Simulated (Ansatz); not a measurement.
# CH5FOSi: molecular dynamics

Purpose: to follow the molecule's vibrations and see whether its bonds hold. The start is relaxed first. Runs: 500 steps of 0.5 fs under a Langevin thermostat at 700 K. SMILES of the start: CO[SiH2]F.

Method: RKS r2SCANh/6-31G, in Ansatz 0.2.0.

## 1. The starting structure

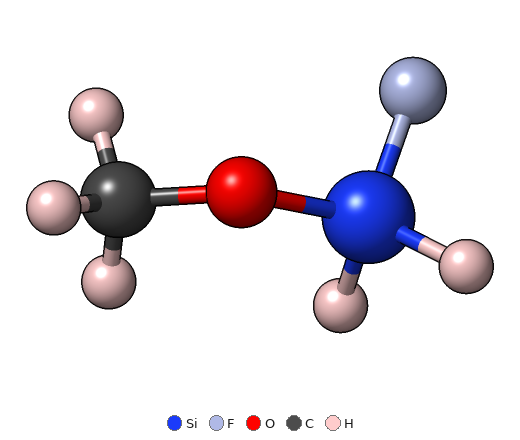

Start, viewed from a chosen angle; silicon blue, fluorine light blue, oxygen red, carbon dark grey, hydrogen pink.

As a file:

```xyz
9

Si    0.0000    0.0000    0.0000
F     0.0000    0.0000    1.5900
O     1.5842    0.0000   -0.5594
C     2.3503   -1.1632   -0.8360
H     1.7187   -1.9052   -1.3675
H     3.2179   -0.8926   -1.4733
H     2.7141   -1.6023    0.1163
H    -0.6877    1.1914   -0.4862
H    -0.6877   -1.1914   -0.4862
```

## 2. Preparing the start

input.yaml reads:

```yaml
crystal:
  periodic: [false, false, false]
  atoms:
    - { symbol: Si, position_ang: [0.0, 0.0, 0.0] }
    - { symbol: F, position_ang: [0.0, 0.0, 1.59] }
    - { symbol: O, position_ang: [1.5842, 0.0, -0.5594] }
    - { symbol: C, position_ang: [2.3503, -1.1632, -0.836] }
    - { symbol: H, position_ang: [1.7187, -1.9052, -1.3675] }
    - { symbol: H, position_ang: [3.2179, -0.8926, -1.4733] }
    - { symbol: H, position_ang: [2.7141, -1.6023, 0.1163] }
    - { symbol: H, position_ang: [-0.6877, 1.1914, -0.4862] }
    - { symbol: H, position_ang: [-0.6877, -1.1914, -0.4862] }
basis:
  gaussian: { orbitals: "6-31G" }
hamiltonian:
  xc: r2scanh
relax:
  f_tol: 0.02
  max_steps: 40
```

Launch:

```bash
$ ansatz run input.yaml --threads 1 --pin off --max-ram 2048MiB --backend cpu --events-out ev --progress --plain --runs-dir out
```

Standard output (excerpt; [...] marks lines left out):

```text
Warning: RAYON_NUM_THREADS=1 ignored (pool sized by the plan → 1); use --threads N
[...]
Functional definition: r2SCANh
[...]
647 factors; integrals over basis functions are off by at most 1.6e-4 eV
[...]
mean field -13754.34957456 eV, -505.4630238322 hartree, gradient 1.5e-5 eV, S^2 0.000000; 0 other end points of the search recorded, 0 dependent functions left out
[...]
reference -13754.34958348 eV, -505.4630241599 hartree; 21, 21 occupied and 29, 29 virtual orbitals, 647 factors
relax step   1: F+E_penalty+E_count = -13754.34957456 eV  Δ(F+E_penalty+E_count) = +0.000e0 eV  max|allowed force component| = 3.698e0 eV/Å  Δτ_max = 0.0000 Å  (24 SCF iters, accepted)
[...]
relax step   6: F+E_penalty+E_count = -13754.63206578 eV  Δ(F+E_penalty+E_count) = -1.533e-3 eV  max|allowed force component| = 4.859e-2 eV/Å  Δτ_max = 0.0387 Å  (27 SCF iters, accepted)
[...]
relax step   7: F+E_penalty+E_count = -13754.63264817 eV  Δ(F+E_penalty+E_count) = -5.824e-4 eV  max|allowed force component| = 1.416e-2 eV/Å  Δτ_max = 0.0337 Å  (26 SCF iters, accepted)
647 factors; integrals over basis functions are off by at most 1.6e-4 eV
[...]
mean field -13754.63264817 eV, -505.4734265955 hartree, gradient 2.0e-5 eV, S^2 0.000000; 1 other end points of the search recorded, 0 dependent functions left out
[...]
reference -13754.63265706 eV, -505.4734269221 hartree; 21, 21 occupied and 29, 29 virtual orbitals, 647 factors
Total energy: -13754.63265706 eV, -505.4734269221 hartree
Atom 0 at    -0.047244     0.005959    -0.065909 Å, force    -0.001312    -0.001628     0.009566 eV/Å
Atom 1 at     0.010442    -0.198702     1.614687 Å, force     0.000423    -0.000772    -0.008993 eV/Å
Atom 2 at     1.519253    -0.011529    -0.730608 Å, force     0.001055     0.009960     0.004932 eV/Å
Atom 3 at     2.373131    -1.176009    -0.819016 Å, force     0.006923    -0.014163    -0.007740 eV/Å
Atom 4 at     1.815646    -2.052068    -1.173643 Å, force     0.005848     0.003968     0.002054 eV/Å
Atom 5 at     3.161110    -0.935631    -1.531203 Å, force    -0.008468    -0.005090     0.007186 eV/Å
Atom 6 at     2.817116    -1.398640     0.155256 Å, force    -0.000964     0.005021    -0.005186 eV/Å
Atom 7 at    -0.595109     1.354707    -0.361045 Å, force    -0.003259     0.001312    -0.001395 eV/Å
Atom 8 at    -0.844545    -1.151386    -0.590819 Å, force    -0.000244     0.001393    -0.000424 eV/Å
Dipole moment:    -0.018072    -0.283978    -0.372619 e Å
```

Wall time 35 s (1 thread of Arm Neoverse V1, shared host); peak memory 0.17 GiB.

Step by step:

```csv
step,energy from step 1 (eV),largest force component (eV/Å)
1,0.0000,3.6978
2,-0.1985,1.9749
3,-0.2744,0.2084
4x,-0.2534,0.7116
5,-0.2810,0.0855
6,-0.2825,0.0486
7,-0.2831,0.0142
```

Step 1 is the start. 1 step was tried and not accepted (marked x).

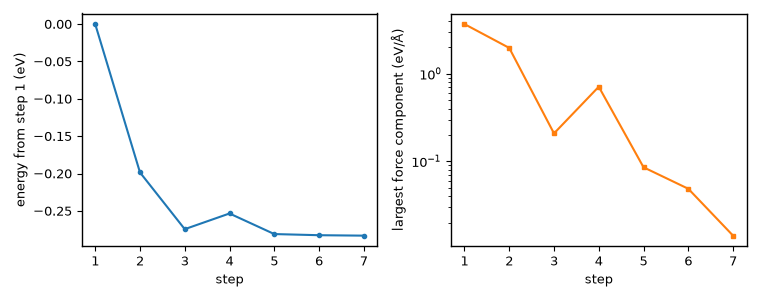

Energy and largest force along the relaxation.

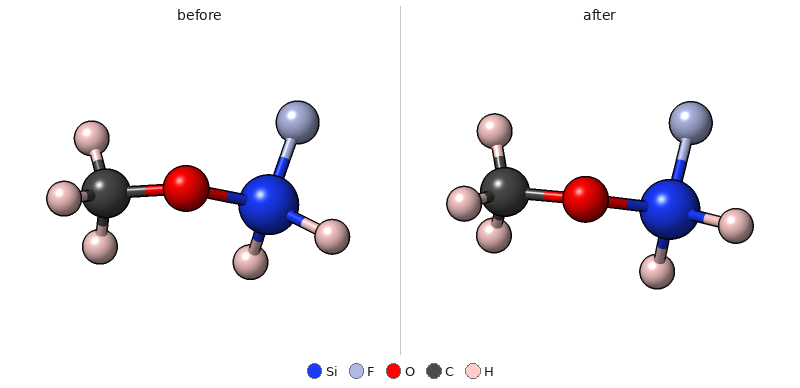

Before and after, at one scale.

After: Bond lengths: Si1–F2 1.694 Å, Si1–O3 1.702 Å, O3–C4 1.447 Å, C4–H5 1.097 Å, C4–H6 1.089 Å, C4–H7 1.094 Å, Si1–H8 1.485 Å, Si1–H9 1.500 Å. Angles: F2–Si1–O3 110.8°, F2–Si1–H8 108.6°, F2–Si1–H9 105.8°, O3–Si1–H8 105.7°, O3–Si1–H9 110.2°, H8–Si1–H9 115.8°, Si1–O3–C4 125.1°, O3–C4–H5 111.3°, O3–C4–H6 106.8°, O3–C4–H7 110.4°, H5–C4–H6 109.4°, H5–C4–H7 109.4°, H6–C4–H7 109.5°.

## 3. The run

500 steps of 0.5 fs under a Langevin thermostat at 700 K, from the relaxed start.

input.yaml reads:

```yaml
crystal:
  periodic: [false, false, false]
  atoms:
    - { symbol: Si, position_ang: [-0.047244, 0.005959, -0.065909] }
    - { symbol: F, position_ang: [0.010442, -0.198702, 1.614687] }
    - { symbol: O, position_ang: [1.519253, -0.011529, -0.730608] }
    - { symbol: C, position_ang: [2.373131, -1.176009, -0.819016] }
    - { symbol: H, position_ang: [1.815646, -2.052068, -1.173643] }
    - { symbol: H, position_ang: [3.16111, -0.935631, -1.531203] }
    - { symbol: H, position_ang: [2.817116, -1.39864, 0.155256] }
    - { symbol: H, position_ang: [-0.595109, 1.354707, -0.361045] }
    - { symbol: H, position_ang: [-0.844545, -1.151386, -0.590819] }
basis:
  gaussian: { orbitals: "6-31G" }
hamiltonian:
  xc: r2scanh
md:
  timestep: 0.5
  n_steps: 500
  ensemble: nvt_langevin
  temperature: 700.0
  initial_velocities: maxwell_boltzmann
  seed: 363791
  friction: 0.001
```

Launch:

```bash
$ ansatz run input.yaml --threads 1 --pin off --max-ram 2048MiB --backend cpu --events-out ev --progress --plain --runs-dir out
```

Standard output (excerpt; [...] marks lines left out):

```text
Warning: RAYON_NUM_THREADS=1 ignored (pool sized by the plan → 1); use --threads N
[...]
Functional definition: r2SCANh
[...]
643 factors; integrals over basis functions are off by at most 1.6e-4 eV
[...]
mean field -13754.63265370 eV, -505.4734267985 hartree, gradient 1.6e-5 eV, S^2 0.000000; 0 other end points of the search recorded, 0 dependent functions left out
[...]
reference -13754.63266255 eV, -505.4734271240 hartree; 21, 21 occupied and 29, 29 virtual orbitals, 643 factors
md step     0: t =     0.00 fs  T =   622.2 K  F+E_penalty+E_count = -13754.63265370 eV  E_kin = 0.723856 eV  (24 SCF iters)
[...]
md step    25: t =    12.50 fs  T =   342.5 K  F+E_penalty+E_count = -13754.28495655 eV  E_kin = 0.398404 eV  (28 SCF iters)
[...]
md step    50: t =    25.00 fs  T =   514.4 K  F+E_penalty+E_count = -13754.41414192 eV  E_kin = 0.598409 eV  (28 SCF iters)
[...]
md step    75: t =    37.50 fs  T =   361.2 K  F+E_penalty+E_count = -13754.23630956 eV  E_kin = 0.420183 eV  (29 SCF iters)
[...]
md step    98: t =    49.00 fs  T =   379.7 K  F+E_penalty+E_count = -13754.30555503 eV  E_kin = 0.441684 eV  (29 SCF iters)
md step    99: t =    49.50 fs  T =   385.2 K  F+E_penalty+E_count = -13754.31753286 eV  E_kin = 0.448086 eV  (29 SCF iters)
```

## 4. The output, continued: dynamics from the start

Output, continued (excerpt; [...] marks lines left out):

```text
md step   100: t =    50.00 fs  T =   392.2 K  F+E_penalty+E_count = -13754.33604821 eV  E_kin = 0.456205 eV  (29 SCF iters)
[...]
md step   132: t =    66.00 fs  T =   436.1 K  F+E_penalty+E_count = -13754.38298039 eV  E_kin = 0.507294 eV  (28 SCF iters)
[...]
md step   164: t =    82.00 fs  T =   322.0 K  F+E_penalty+E_count = -13754.30509292 eV  E_kin = 0.374550 eV  (24 SCF iters)
[...]
md step   196: t =    98.00 fs  T =   392.5 K  F+E_penalty+E_count = -13754.46771907 eV  E_kin = 0.456559 eV  (29 SCF iters)
[...]
md step   227: t =   113.50 fs  T =   289.0 K  F+E_penalty+E_count = -13754.29942744 eV  E_kin = 0.336202 eV  (23 SCF iters)
md step   228: t =   114.00 fs  T =   280.6 K  F+E_penalty+E_count = -13754.29335588 eV  E_kin = 0.326413 eV  (23 SCF iters)
```

## 5. The log goes on: dynamics from the start

The log, continued (excerpt; [...] marks lines left out):

```text
md step   229: t =   114.50 fs  T =   286.0 K  F+E_penalty+E_count = -13754.29738875 eV  E_kin = 0.332675 eV  (22 SCF iters)
[...]
md step   255: t =   127.50 fs  T =   342.4 K  F+E_penalty+E_count = -13754.41588115 eV  E_kin = 0.398323 eV  (25 SCF iters)
[...]
md step   281: t =   140.50 fs  T =   432.4 K  F+E_penalty+E_count = -13754.47346094 eV  E_kin = 0.503010 eV  (28 SCF iters)
[...]
md step   307: t =   153.50 fs  T =   353.7 K  F+E_penalty+E_count = -13754.46311520 eV  E_kin = 0.411512 eV  (28 SCF iters)
[...]
md step   499: t =   249.50 fs  T =   445.6 K  F+E_penalty+E_count = -13754.39820691 eV  E_kin = 0.518371 eV  (28 SCF iters)
[...]
md step   500: t =   250.00 fs  T =   428.8 K  F+E_penalty+E_count = -13754.37849193 eV  E_kin = 0.498805 eV  (25 SCF iters)
Total energy: -13754.37850058 eV, -505.4640868437 hartree
Atom 0 at     0.084545     0.485916     0.742208 Å, force    -0.789327     2.402985    -0.069412 eV/Å
Atom 1 at    -1.254095    -0.399987     0.200507 Å, force    -0.113080     0.120842     0.307940 eV/Å
Atom 2 at     1.371969    -0.510517     0.929979 Å, force     1.290590    -1.418341     0.005947 eV/Å
Atom 3 at     2.055392    -1.249687    -0.132360 Å, force    -0.127735     0.911526     0.407411 eV/Å
Atom 4 at     2.464392    -0.490061    -0.841808 Å, force    -0.120328    -0.847775     0.219017 eV/Å
Atom 5 at     2.825423    -1.771746     0.418612 Å, force     0.418668    -0.210116    -0.369705 eV/Å
Atom 6 at     1.371022    -1.959939    -0.608967 Å, force     0.131141     0.151444    -0.103368 eV/Å
Atom 7 at    -0.006222     1.178050     2.137324 Å, force    -0.410339    -0.608115    -1.018651 eV/Å
Atom 8 at     0.370730     1.494127    -0.411908 Å, force    -0.279591    -0.502451     0.620820 eV/Å
Dipole moment:     0.339312     0.103750    -0.179285 e Å
```

Wall time 33 min (1 thread of Arm Neoverse V1, shared host); peak memory 0.12 GiB.

## 6. The trajectory

The trajectory, every 20 steps (energies from step 0):

```csv
time (fs),T (K),potential energy change (meV/atom)
0.0,622,0.0
10.0,370,33.0
20.0,527,19.2
30.0,429,35.5
40.0,433,36.1
50.0,392,33.0
60.0,353,38.4
70.0,366,34.6
80.0,341,35.5
90.0,319,32.2
100.0,368,22.5
110.0,425,17.1
120.0,454,15.2
130.0,327,26.2
140.0,408,19.3
150.0,408,16.2
160.0,291,28.8
170.0,353,23.6
180.0,300,30.7
190.0,312,32.5
200.0,378,26.2
210.0,374,27.3
220.0,368,29.5
230.0,386,29.0
240.0,473,15.7
250.0,429,28.2
```

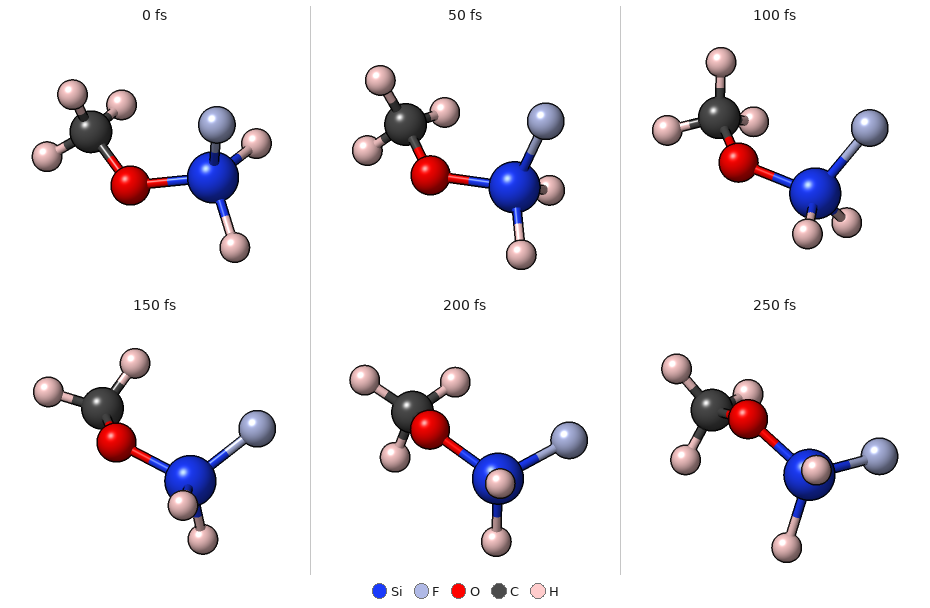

The system at six times, viewed from a chosen angle. Sticks join atoms within a bonding distance in each frame.

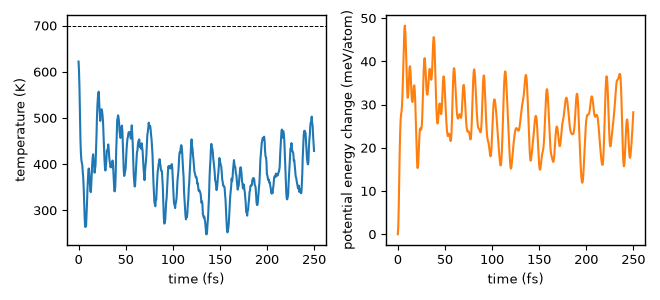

Time series of the run, each on its own scale. The dashed line is the set temperature.

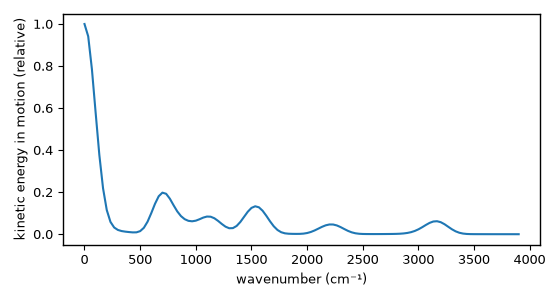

Power spectrum of the mass-weighted velocities; a run of 250 fs resolves no finer than about 270 cm⁻¹.

## 7. Snapshots as a file

Positions (Å) and forces (eV/Å):

```xyz
9
time_fs=31.0 T=433 dE=0.2917
Si    0.000    0.124   -0.099    0.942    0.096    0.201
F    -0.258   -0.366    1.502    0.329    0.328    0.382
O     1.698    0.019   -0.568   -0.803   -0.774   -0.346
C     2.339   -1.323   -0.830   -0.511    0.550    0.272
H     1.564   -2.052   -1.179    0.613    0.352    0.499
H     3.111   -1.238   -1.625   -0.539    0.378    0.556
H     2.810   -1.593    0.136   -0.259   -0.316   -0.652
H    -0.431    1.575   -0.243    0.299   -0.550   -0.052
H    -0.846   -0.942   -0.677   -0.070   -0.064   -0.858
9
time_fs=62.5 T=429 dE=0.2599
Si    0.104    0.230   -0.097   -1.405    1.419    1.178
F    -0.454   -0.470    1.327   -0.203   -0.434    0.316
O     1.685   -0.124   -0.338    1.855   -0.521   -0.857
C     2.230   -1.374   -0.779    1.061   -1.329    0.986
H     1.451   -2.074   -1.134    0.194    0.416   -0.567
H     3.083   -1.230   -1.500   -1.153    0.025    0.575
H     2.631   -1.911    0.128   -0.026    0.620   -0.740
H     0.158    1.692    0.267   -0.244   -0.218   -0.525
H    -0.796   -0.313   -1.141   -0.079    0.022   -0.366
9
time_fs=94.0 T=346 dE=0.2286
Si    0.161    0.393   -0.014   -0.215   -1.481    0.882
F    -0.698   -0.555    1.182    0.556    0.758   -0.916
O     1.738   -0.234   -0.175    0.391    0.293   -0.289
C     2.176   -1.523   -0.734    0.545    0.897    0.505
H     1.477   -1.862   -1.500   -0.318   -0.486    0.349
H     3.152   -1.401   -1.267   -0.610    0.242    0.728
H     2.304   -2.136    0.178   -0.170   -0.404   -0.994
H     0.197    1.780    0.520    0.155    0.012   -0.140
H    -0.499    0.127   -1.321   -0.335    0.168   -0.125
9
time_fs=125.0 T=372 dE=0.2184
Si    0.217    0.432    0.128   -0.329   -0.890    0.298
F    -0.904   -0.597    0.957    0.772    0.541   -0.393
O     1.782   -0.261   -0.029   -0.257   -1.218   -0.528
C     2.096   -1.541   -0.712    0.268   -0.648    1.562
H     1.494   -1.732   -1.583    0.000    0.611   -0.997
H     3.193   -1.528   -0.876   -0.834    0.028   -0.222
H     1.842   -2.455   -0.095    0.416    1.171    0.132
H     0.523    1.622    0.912   -0.060    0.469    0.395
H    -0.469    0.707   -1.163    0.024   -0.064   -0.248
9
time_fs=156.0 T=324 dE=0.2265
Si    0.247    0.430    0.267   -0.559    1.625   -1.299
F    -0.969   -0.593    0.680   -1.120   -1.058    0.624
O     1.694   -0.338    0.153    1.435   -1.145   -0.234
C     2.000   -1.523   -0.648    1.143    0.620    0.937
H     1.834   -1.299   -1.701   -0.622   -0.430   -0.135
H     3.095   -1.637   -0.546   -0.510   -0.261    0.103
H     1.474   -2.376   -0.186    0.137    0.144   -0.790
H     0.461    1.469    1.245    0.008    0.565    0.749
H    -0.207    0.984   -1.062    0.088   -0.060    0.043
9
time_fs=187.5 T=353 dE=0.2239
Si    0.206    0.499    0.404    0.626   -0.204   -0.530
F    -1.077   -0.600    0.541   -0.051    0.102   -0.328
O     1.686   -0.407    0.469   -0.563   -0.829   -0.937
C     1.994   -1.475   -0.568   -0.803    0.378    0.970
H     1.963   -1.048   -1.568    0.488    0.302   -0.129
H     2.966   -1.831   -0.240    0.109   -0.016   -0.410
H     1.271   -2.323   -0.600    0.234    0.622    0.632
H     0.094    1.396    1.556    0.206    0.190    0.479
H     0.170    1.327   -0.884   -0.245   -0.545    0.252
9
time_fs=219.0 T=423 dE=0.1995
Si    0.172    0.513    0.570   -0.731    0.454   -0.007
F    -1.206   -0.529    0.376    0.858    0.804    0.140
O     1.554   -0.469    0.757    0.308   -0.823   -1.147
C     1.994   -1.345   -0.376    0.848    0.599    0.527
H     2.350   -0.724   -1.221   -0.837   -0.119    0.036
H     2.926   -1.816   -0.047   -0.424   -0.272    0.358
H     1.232   -2.099   -0.635    0.272    0.452    0.007
H     0.145    1.328    1.852   -0.238   -0.425   -0.395
H     0.223    1.454   -0.661   -0.057   -0.669    0.483
9
time_fs=250.0 T=429 dE=0.2542
Si    0.085    0.486    0.742   -0.789    2.403   -0.069
F    -1.254   -0.400    0.201   -0.113    0.121    0.308
O     1.372   -0.510    0.930    1.291   -1.418    0.006
C     2.055   -1.250   -0.132   -0.128    0.911    0.407
H     2.464   -0.490   -0.842   -0.120   -0.848    0.219
H     2.825   -1.772    0.419    0.419   -0.210   -0.370
H     1.371   -1.960   -0.609    0.131    0.151   -0.103
H    -0.006    1.178    2.137   -0.410   -0.608   -1.019
H     0.371    1.494   -0.412   -0.280   -0.502    0.621
```

## 8. What came out

| quantity | value |
| --- | --- |
| relaxation of the start | 5 moves, 0.283 eV lower |
| length | 500 steps of 0.5 fs |
| temperature, first and last step | 622 and 429 K |
| temperature, second half | mean 373 K, from 248 to 503 K |
| potential energy, second half | +25 meV/atom from the start |
| bonds formed or broken | 0 |

**Reading.** Against a set 700 K the second half averages 373 K with a spread of 54 K; 25 meV/atom has gone into potential energy, and a thermostat that acts over some 1000 fs has not made it up in 250 fs. The bonds all hold. Averages from a run of 250 fs with 9 atoms are rough. The nuclei move classically, without zero-point motion, which matters most for hydrogen. The basis is very small, so the numbers are rough.
